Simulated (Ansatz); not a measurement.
**GaCl2F: geometry, orbitals and charge**

What does GaCl2F look like as a singlet, and where do its frontier electrons sit?

Method: RKS PBE0-D4/def2-TZVP; program: Ansatz 0.2.0, Gaussian basis.

Plan: relaxation at r2SCAN-D4/def2-SVP; a search for the lowest solution at PBE0-D4/def2-SVP; a single point at PBE0-D4/def2-TZVP; harmonic vibrations at r2SCAN-D4/def2-SVP.

### Step 1. Starting geometry

4 atoms, charge 0, spin multiplicity 1.

Atoms are counted from 1 here; the program's logs count them from 0.

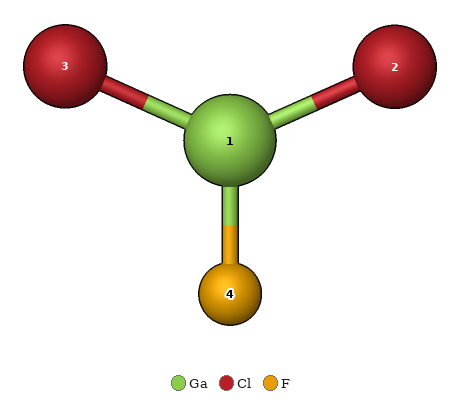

The starting geometry (gallium green, chlorine red, fluorine amber); atoms are numbered from 1 in the order of the file.

The start is a GFN2-xTB geometry.

### Step 2. Optimising with r2SCAN-D4/def2-SVP

Input file in.yaml:

```yaml
crystal:
  periodic: [false, false, false]
  atoms:
    - {symbol: Ga, position_ang: [0.007880, 0.013710, 0.000180]}
    - {symbol: Cl, position_ang: [2.070530, -0.223340, 0.014660]}
    - {symbol: Cl, position_ang: [-1.182100, 1.714410, -0.015890]}
    - {symbol: F, position_ang: [-0.896310, -1.504780, 0.001060]}
basis:
  gaussian: {orbitals: def2-SVP}
hamiltonian: {xc: r2scan, dispersion: d4}
scf: {omitted_lower_state_checks: [starts]}
output: {orbitals: {seedname: orbitals}}
relax: {f_tol: 0.02, max_steps: 100}
```

Command:

```
> ansatz run in.yaml --threads 4 --pin off --events-out ev --progress --plain --max-ram 3916MiB
```

The log of the run:

```text
Functional definition: r2SCAN
  name "r2SCAN"
  cite "Furness, Kaplan, Ning, Perdew & Sun, J. Phys. Chem. Lett. 11, 8208 (2020) doi:10.1021/acs.jpclett.0c02405"
  cite "Furness, Kaplan, Ning, Perdew & Sun, J. Phys. Chem. Lett. 11, 9248 (2020) doi:10.1021/acs.jpclett.0c03077"
  parent r2scan
  parameter k0 = 0.174
  parameter k1 = 0.065
  parameter a1 = 4.9479
  exchange = r2scan_x(k0 = k0, k1 = k1, a1 = a1)
  correlation = r2scan_c
these checks for a lower state are left out or cut short: starts
893 factors; their error is unknown
mean field evaluation 1: about -80121.7024 eV, gradient 4.4e1 eV
mean field evaluation 2: about -80098.8377 eV, gradient 1.3e2 eV
mean field evaluation 4: about -80124.6866 eV, gradient 7.1e0 eV
mean field evaluation 8: about -80124.7097 eV, gradient 6.8e-2 eV
mean field -80124.70967717 eV, -2944.5287701572 hartree, gradient 2.4e-5 eV, S^2 0.000000; 0 other end points of the search recorded, 0 dependent functions left out
the calculation of the forces begins
reference -80124.70968731 eV, -2944.5287705298 hartree; 37, 37 occupied and 45, 45 virtual orbitals, 893 factors
relax step   1: F+E_penalty+E_count = -80124.73423336 eV  Δ(F+E_penalty+E_count) = +0.000e0 eV  max|allowed force component| = 1.358e0 eV/Å  Δτ_max = 0.0000 Å  (26 SCF iters, accepted)
these checks for a lower state are left out or cut short: starts, cluster_reference, orbital_swaps, neighbouring_geometries, increment
893 factors; their error is unknown
mean field evaluation 16: about -80124.7971 eV, gradient 5.3e0 eV
mean field -80124.76441847 eV, -2944.5307818627 hartree, gradient 1.8e-5 eV, S^2 0.000000; 0 other end points of the search recorded, 0 dependent functions left out
the calculation of the forces begins
reference -80124.76442859 eV, -2944.5307822345 hartree; 37, 37 occupied and 45, 45 virtual orbitals, 893 factors
relax step   2: F+E_penalty+E_count = -80124.78890722 eV  Δ(F+E_penalty+E_count) = -5.467e-2 eV  max|allowed force component| = 4.757e-1 eV/Å  Δτ_max = 0.0529 Å  (29 SCF iters, accepted)
these checks for a lower state are left out or cut short: starts, cluster_reference, orbital_swaps, neighbouring_geometries, increment
893 factors; their error is unknown
mean field -80124.77188547 eV, -2944.5310562700 hartree, gradient 9.9e-6 eV, S^2 0.000000; 0 other end points of the search recorded, 0 dependent functions left out
the calculation of the forces begins
reference -80124.77189559 eV, -2944.5310566418 hartree; 37, 37 occupied and 45, 45 virtual orbitals, 893 factors
relax step   3: F+E_penalty+E_count = -80124.79640985 eV  Δ(F+E_penalty+E_count) = -7.503e-3 eV  max|allowed force component| = 7.360e-2 eV/Å  Δτ_max = 0.0229 Å  (29 SCF iters, accepted)
these checks for a lower state are left out or cut short: starts, cluster_reference, orbital_swaps, neighbouring_geometries, increment
893 factors; their error is unknown
mean field evaluation 32: about -80124.7728 eV, gradient 6.3e-2 eV
mean field -80124.77279678 eV, -2944.5310897600 hartree, gradient 2.6e-5 eV, S^2 0.000000; 0 other end points of the search recorded, 0 dependent functions left out
the calculation of the forces begins
reference -80124.77280689 eV, -2944.5310901316 hartree; 37, 37 occupied and 45, 45 virtual orbitals, 893 factors
relax step   4: F+E_penalty+E_count = -80124.79735590 eV  Δ(F+E_penalty+E_count) = -9.460e-4 eV  max|allowed force component| = 1.334e-2 eV/Å  Δτ_max = 0.0161 Å  (29 SCF iters, accepted)
these checks for a lower state are left out or cut short: starts
893 factors; their error is unknown
mean field -80124.77279678 eV, -2944.5310897600 hartree, gradient 2.6e-5 eV, S^2 0.000000; 0 other end points of the search recorded, 0 dependent functions left out
the calculation of the forces begins
reference -80124.77280689 eV, -2944.5310901316 hartree; 37, 37 occupied and 45, 45 virtual orbitals, 893 factors
Total energy: -80124.79736601 eV, -2944.5319926626 hartree
Atom 0 at    -0.035702    -0.059937    -0.000356 Å, force    -0.002613    -0.004109     0.001807 eV/Å
Atom 1 at     2.076529    -0.145464     0.014521 Å, force    -0.006078    -0.002533    -0.000599 eV/Å
Atom 2 at    -1.116604     1.756794    -0.015470 Å, force     0.000749    -0.006694    -0.000534 eV/Å
Atom 3 at    -0.924224    -1.551393     0.001315 Å, force     0.007942     0.013336    -0.000674 eV/Å
Dipole moment:     0.078737     0.132149    -0.000594 e Å
Checks for a lower state left out: starts
```

It took 6.5 s on 4 threads of Arm Neoverse V1, shared host.

The steps of the relaxation:

| step | energy from step 1 (eV) | largest force component (eV/Å) |
| --- | --- | --- |
| 1 | 0.0000 | 1.3576 |
| 2 | -0.0547 | 0.4757 |
| 3 | -0.0622 | 0.0736 |
| 4 | -0.0631 | 0.0133 |

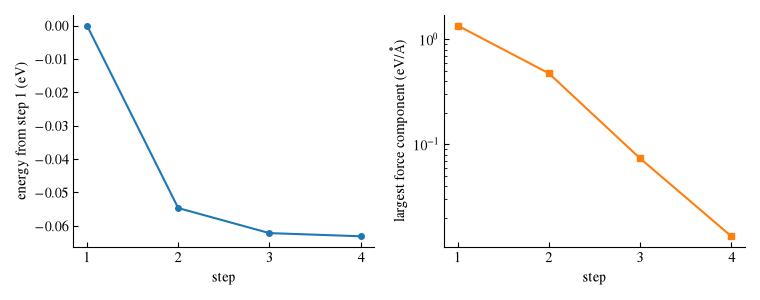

Energy and force, step by step.

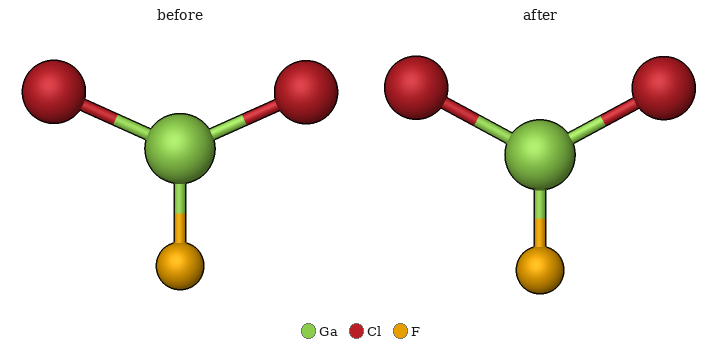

Before and after, at one scale.

Close pairs (by a distance rule), those that changed most:

| bond | before (Å) | after (Å) | change (Å) |
| --- | --- | --- | --- |
| Ga1–Cl3 | 2.076 | 2.114 | +0.038 |
| Ga1–Cl2 | 2.076 | 2.114 | +0.038 |
| Ga1–F4 | 1.767 | 1.736 | -0.031 |

Bonds by kind at the end (by distance):

| bond | count | shortest (Å) | longest (Å) |
| --- | --- | --- | --- |
| Cl–Ga | 2 | 2.114 | 2.114 |
| F–Ga | 1 | 1.736 | 1.736 |

### Step 3. Searching for the lowest solution, PBE0-D4/def2-SVP

start.molden holds the orbitals of an earlier run on this state, given as this run's starting guess.

Input file in.yaml:

```yaml
crystal:
  periodic: [false, false, false]
  atoms:
    - {symbol: Ga, position_ang: [-0.035702, -0.059937, -0.000356]}
    - {symbol: Cl, position_ang: [2.076529, -0.145464, 0.014521]}
    - {symbol: Cl, position_ang: [-1.116604, 1.756794, -0.015470]}
    - {symbol: F, position_ang: [-0.924224, -1.551393, 0.001315]}
basis:
  gaussian: {orbitals: def2-SVP, initial_orbitals: start.molden}
hamiltonian: {xc: pbe0, dispersion: d4}
output: {orbitals: {seedname: orbitals}}
```

Same command.

The log of the run:

```text
Functional definition: PBE0
  name "PBE0"
  cite "Adamo & Barone, J. Chem. Phys. 110, 6158 (1999) doi:10.1063/1.478522"
  cite "Perdew, Burke & Ernzerhof, Phys. Rev. Lett. 77, 3865 (1996) doi:10.1103/PhysRevLett.77.3865"
  parent pbe
  parameter a = 0.25
  parameter kappa = 0.804
  parameter beta = 0.06672455060314922
  exchange = (1 - a)*pbe_x(kappa = kappa, mu = beta*pi^2/3) + a*exact_x
  correlation = pbe_c(beta = beta)
762 factors; integrals over basis functions are off by at most 6.1e-4 eV
mean field evaluation 1: about -80109.8552 eV, gradient 4.2e0 eV
mean field evaluation 2: about -80109.8806 eV, gradient 3.8e-2 eV
mean field evaluation 4: about -80109.9107 eV, gradient 1.9e-4 eV
mean field evaluation 8: about -80107.1371 eV, gradient 4.1e1 eV
mean field evaluation 16: about -80109.9107 eV, gradient 5.1e-2 eV
mean field -80109.91072519 eV, -2943.9849187028 hartree, gradient 1.7e-5 eV, S^2 0.000000; 1 other end points of the search recorded, 0 dependent functions left out
reference -80109.91075084 eV, -2943.9849196457 hartree; 37, 37 occupied and 45, 45 virtual orbitals, 762 factors
Total energy: -80110.00726489 eV, -2943.9884664714 hartree
```

Wall time 1.1 s (4 threads of Arm Neoverse V1, shared host).

Report: HOMO -9.58 eV, LUMO -1.96 eV.

### Step 4. Single point, PBE0-D4/def2-TZVP

Edit in.yaml of step 3 so:

```diff
@@ -8,4 +8,5 @@
 basis:
-  gaussian: {orbitals: def2-SVP, initial_orbitals: start.molden}
+  gaussian: {orbitals: def2-TZVP, initial_orbitals: start.molden}
 hamiltonian: {xc: pbe0, dispersion: d4}
+scf: {omitted_lower_state_checks: [starts]}
 output: {orbitals: {seedname: orbitals}}
```

Same command.

The log of the run:

```text
Functional definition: PBE0
  name "PBE0"
  cite "Adamo & Barone, J. Chem. Phys. 110, 6158 (1999) doi:10.1063/1.478522"
  cite "Perdew, Burke & Ernzerhof, Phys. Rev. Lett. 77, 3865 (1996) doi:10.1103/PhysRevLett.77.3865"
  parent pbe
  parameter a = 0.25
  parameter kappa = 0.804
  parameter beta = 0.06672455060314922
  exchange = (1 - a)*pbe_x(kappa = kappa, mu = beta*pi^2/3) + a*exact_x
  correlation = pbe_c(beta = beta)
these checks for a lower state are left out or cut short: starts
1105 factors; their error is unknown
mean field evaluation 1: about -80125.1438 eV, gradient 2.0e2 eV
mean field evaluation 2: about -80128.3653 eV, gradient 4.6e0 eV
mean field evaluation 4: about -80128.6914 eV, gradient 1.7e-1 eV
mean field -80128.69138555 eV, -2944.6750952412 hartree, gradient 5.0e-5 eV, S^2 0.000000; 0 other end points of the search recorded, 0 dependent functions left out
reference -80128.69141135 eV, -2944.6750961894 hartree; 37, 37 occupied and 116, 116 virtual orbitals, 1105 factors
Total energy: -80128.78792540 eV, -2944.6786430151 hartree
Checks for a lower state left out: starts
```

Run time: 1.4 s. Hardware: 4 threads of Arm Neoverse V1, shared host.

Report: HOMO -9.72 eV, LUMO -2.09 eV.

Mulliken charges, from this run's orbitals:

| atom | value (e) |
| --- | --- |
| Ga1 | 0.76 |
| Cl2 | -0.21 |
| Cl3 | -0.21 |
| F4 | -0.34 |

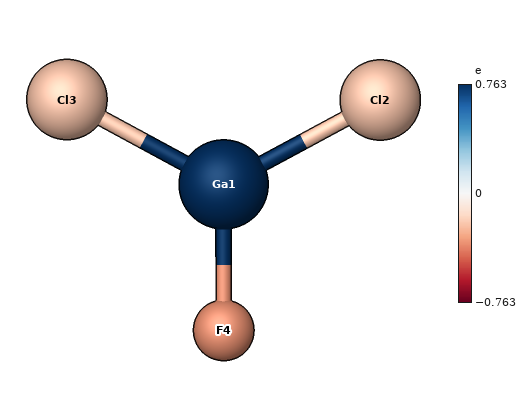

Mulliken charges, from this run's orbitals, as colours on the atoms.

Largest Mayer bond orders: Ga1–Cl2 1.18; Ga1–Cl3 1.18; Ga1–F4 1.03.

Orbitals, density, ELF and potential are computed afterwards from the orbital file.

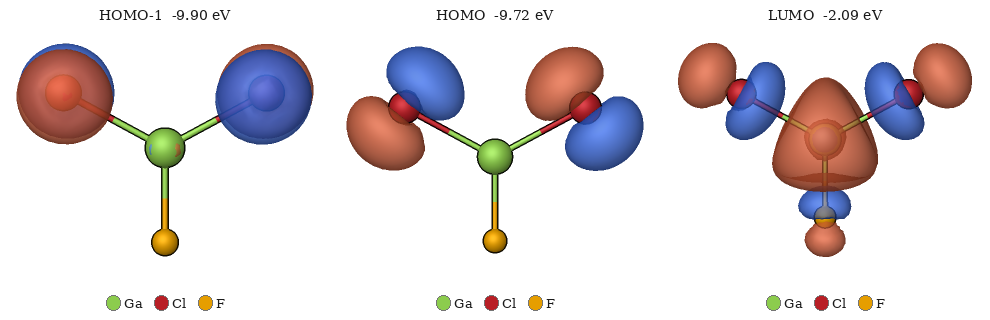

Frontier orbitals at PBE0-D4/def2-TZVP; each surface holds 70 % of the orbital's density, blue and red mark the sign.

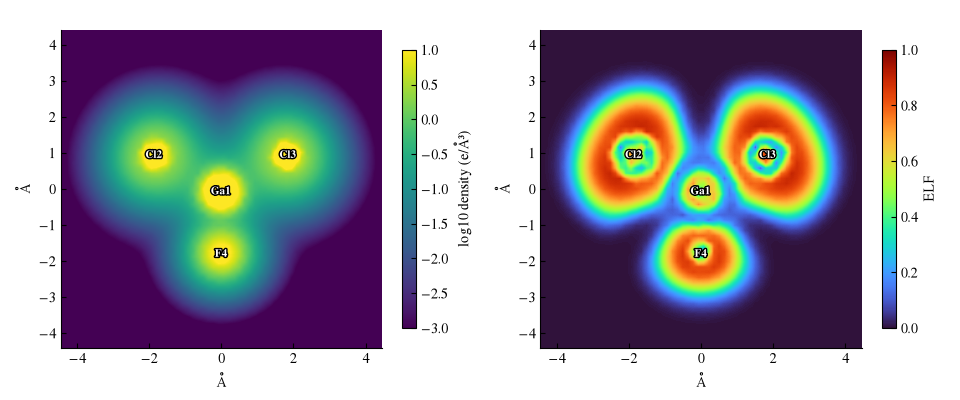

Density (left) and ELF (right) in a plane through or near 4 of the atoms.

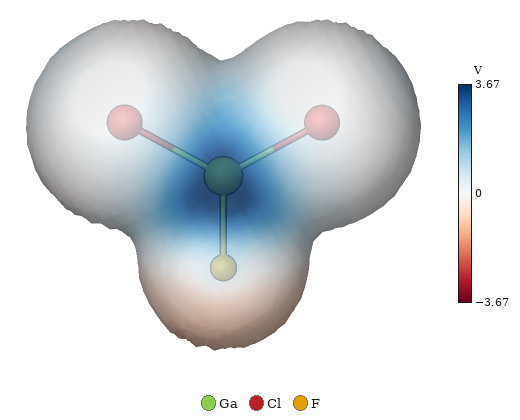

The potential that a unit positive charge feels on the 0.002 e/bohr³ surface, from -0.99 V near F4 to 3.67 V near Ga1.

### Step 5. Harmonic vibrations

Edit in.yaml of step 4 so:

```diff
@@ -8,5 +8,5 @@
 basis:
-  gaussian: {orbitals: def2-TZVP, initial_orbitals: start.molden}
-hamiltonian: {xc: pbe0, dispersion: d4}
+  gaussian: {orbitals: def2-SVP}
+hamiltonian: {xc: r2scan, dispersion: d4}
 scf: {omitted_lower_state_checks: [starts]}
-output: {orbitals: {seedname: orbitals}}
+phonons: {temperatures: {t_min: 298.15, t_max: 900, t_step: 200}}
```

Launched as before.

The log of the run:

```text
Functional definition: r2SCAN
  name "r2SCAN"
  cite "Furness, Kaplan, Ning, Perdew & Sun, J. Phys. Chem. Lett. 11, 8208 (2020) doi:10.1021/acs.jpclett.0c02405"
  cite "Furness, Kaplan, Ning, Perdew & Sun, J. Phys. Chem. Lett. 11, 9248 (2020) doi:10.1021/acs.jpclett.0c03077"
  parent r2scan
  parameter k0 = 0.174
  parameter k1 = 0.065
  parameter a1 = 4.9479
  exchange = r2scan_x(k0 = k0, k1 = k1, a1 = a1)
  correlation = r2scan_c
these checks for a lower state are left out or cut short: starts
893 factors; their error is unknown
mean field evaluation 1: about -80121.8274 eV, gradient 4.4e1 eV
mean field evaluation 2: about -80102.9325 eV, gradient 1.2e2 eV
mean field evaluation 4: about -80124.7666 eV, gradient 6.2e0 eV
mean field evaluation 8: about -80124.7728 eV, gradient 6.7e-2 eV
mean field -80124.77279678 eV, -2944.5310897602 hartree, gradient 1.4e-5 eV, S^2 0.000000; 0 other end points of the search recorded, 0 dependent functions left out
[... 5 lines left out ...]
mean field -80124.77269802 eV, -2944.5310861305 hartree, gradient 1.4e-6 eV, S^2 0.000000; 0 other end points of the search recorded, 0 dependent functions left out
[... 4 lines left out ...]
mean field -80124.77271071 eV, -2944.5310865969 hartree, gradient 1.4e-6 eV, S^2 0.000000; 0 other end points of the search recorded, 0 dependent functions left out
[... 5 lines left out ...]
mean field -80124.77268070 eV, -2944.5310854942 hartree, gradient 1.4e-6 eV, S^2 0.000000; 0 other end points of the search recorded, 0 dependent functions left out
[... 4 lines left out ...]
mean field -80124.77269993 eV, -2944.5310862008 hartree, gradient 1.4e-6 eV, S^2 0.000000; 0 other end points of the search recorded, 0 dependent functions left out
[... 4 lines left out ...]
mean field -80124.77279082 eV, -2944.5310895410 hartree, gradient 2.7e-6 eV, S^2 0.000000; 0 other end points of the search recorded, 0 dependent functions left out
[... 4 lines left out ...]
mean field -80124.77278178 eV, -2944.5310892086 hartree, gradient 2.3e-6 eV, S^2 0.000000; 0 other end points of the search recorded, 0 dependent functions left out
[... 4 lines left out ...]
mean field -80124.77273138 eV, -2944.5310873565 hartree, gradient 1.5e-6 eV, S^2 0.000000; 0 other end points of the search recorded, 0 dependent functions left out
[... 5 lines left out ...]
mean field -80124.77275158 eV, -2944.5310880989 hartree, gradient 1.6e-6 eV, S^2 0.000000; 0 other end points of the search recorded, 0 dependent functions left out
[... 4 lines left out ...]
mean field -80124.77278639 eV, -2944.5310893781 hartree, gradient 1.1e-6 eV, S^2 0.000000; 0 other end points of the search recorded, 0 dependent functions left out
[... 4 lines left out ...]
mean field -80124.77280138 eV, -2944.5310899290 hartree, gradient 9.2e-7 eV, S^2 0.000000; 0 other end points of the search recorded, 0 dependent functions left out
[... 4 lines left out ...]
mean field -80124.77279427 eV, -2944.5310896677 hartree, gradient 8.7e-7 eV, S^2 0.000000; 0 other end points of the search recorded, 0 dependent functions left out
[... 4 lines left out ...]
mean field -80124.77279719 eV, -2944.5310897751 hartree, gradient 9.0e-7 eV, S^2 0.000000; 0 other end points of the search recorded, 0 dependent functions left out
[... 5 lines left out ...]
mean field -80124.77277876 eV, -2944.5310890977 hartree, gradient 2.4e-6 eV, S^2 0.000000; 0 other end points of the search recorded, 0 dependent functions left out
[... 4 lines left out ...]
mean field -80124.77278178 eV, -2944.5310892087 hartree, gradient 1.8e-6 eV, S^2 0.000000; 0 other end points of the search recorded, 0 dependent functions left out
[... 4 lines left out ...]
mean field -80124.77274227 eV, -2944.5310877567 hartree, gradient 2.8e-6 eV, S^2 0.000000; 0 other end points of the search recorded, 0 dependent functions left out
[... 4 lines left out ...]
mean field -80124.77276792 eV, -2944.5310886996 hartree, gradient 3.0e-6 eV, S^2 0.000000; 0 other end points of the search recorded, 0 dependent functions left out
[... 4 lines left out ...]
mean field -80124.77279435 eV, -2944.5310896708 hartree, gradient 8.9e-7 eV, S^2 0.000000; 0 other end points of the search recorded, 0 dependent functions left out
[... 4 lines left out ...]
mean field -80124.77279710 eV, -2944.5310897720 hartree, gradient 8.4e-7 eV, S^2 0.000000; 0 other end points of the search recorded, 0 dependent functions left out
[... 5 lines left out ...]
mean field -80124.77278754 eV, -2944.5310894206 hartree, gradient 1.2e-6 eV, S^2 0.000000; 0 other end points of the search recorded, 0 dependent functions left out
[... 4 lines left out ...]
mean field -80124.77275164 eV, -2944.5310881012 hartree, gradient 1.1e-6 eV, S^2 0.000000; 0 other end points of the search recorded, 0 dependent functions left out
[... 4 lines left out ...]
mean field -80124.77275824 eV, -2944.5310883436 hartree, gradient 1.8e-6 eV, S^2 0.000000; 0 other end points of the search recorded, 0 dependent functions left out
[... 4 lines left out ...]
mean field -80124.77269837 eV, -2944.5310861436 hartree, gradient 2.2e-6 eV, S^2 0.000000; 0 other end points of the search recorded, 0 dependent functions left out
[... 4 lines left out ...]
mean field -80124.77279367 eV, -2944.5310896457 hartree, gradient 2.9e-6 eV, S^2 0.000000; 0 other end points of the search recorded, 0 dependent functions left out
[... 5 lines left out ...]
mean field -80124.77279704 eV, -2944.5310897694 hartree, gradient 2.8e-6 eV, S^2 0.000000; 0 other end points of the search recorded, 0 dependent functions left out
[... 2 lines left out ...]
Total energy: -80124.79736602 eV, -2944.5319926628 hartree
Atom 0 at    -0.035702    -0.059937    -0.000356 Å, force    -0.002593    -0.004106     0.001809 eV/Å
Atom 1 at     2.076529    -0.145464     0.014521 Å, force    -0.006089    -0.002533    -0.000600 eV/Å
Atom 2 at    -1.116604     1.756794    -0.015470 Å, force     0.000745    -0.006687    -0.000535 eV/Å
Atom 3 at    -0.924224    -1.551393     0.001315 Å, force     0.007937     0.013326    -0.000675 eV/Å
Dipole moment:     0.078737     0.132149    -0.000594 e Å
Vibrations: 124.30 157.24 173.88 403.29 481.83 729.24 cm⁻¹, zero-point energy 0.128310 eV
Checks for a lower state left out: starts
```

Wall time 19 s (4 threads of Arm Neoverse V1, shared host).

Motions are named by where the mode's potential energy lies. The modes, unscaled (a negative number is an imaginary wavenumber):

| mode | cm⁻¹ | motion |
| --- | --- | --- |
| 1 | 124 | bend |
| 2 | 157 | out-of-plane bend |
| 3 | 174 | bend |
| 4 | 403 | Ga–Cl stretch |
| 5 | 482 | Ga–Cl stretch |
| 6 | 729 | Ga–F stretch |

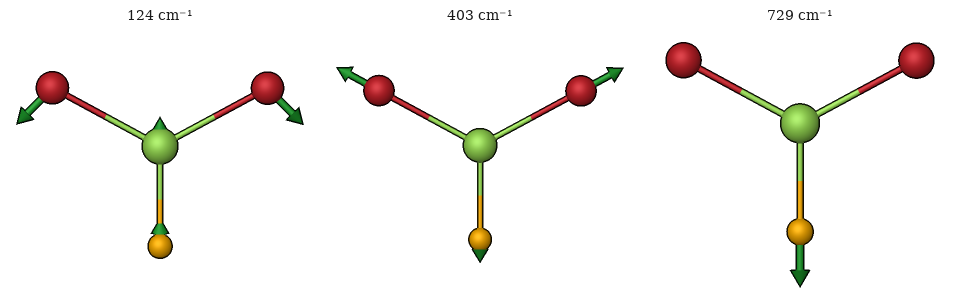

Displacements of 3 modes, as arrows.

### Step 6. Results

```
                       quantity                            value
                    point group                              C2v
                 commonest bond  Cl–Ga, 2 of mean length 2.114 Å
HOMO, LUMO at PBE0-D4/def2-TZVP                  -9.72, -2.09 eV
   dipole at r2SCAN-D4/def2-SVP                           0.74 D
     lowest, highest wavenumber                    124, 729 cm⁻¹
```

What this shows: The molecule keeps its bonding pattern by the stored test; the atoms moved 0.07 Å (rms). All wavenumbers are real: a minimum at this level. The HOMO lies nearest to Cl2, Cl3 about 49 % each and the LUMO to Ga1 47 %; Cl2, Cl3 about 19 % each.
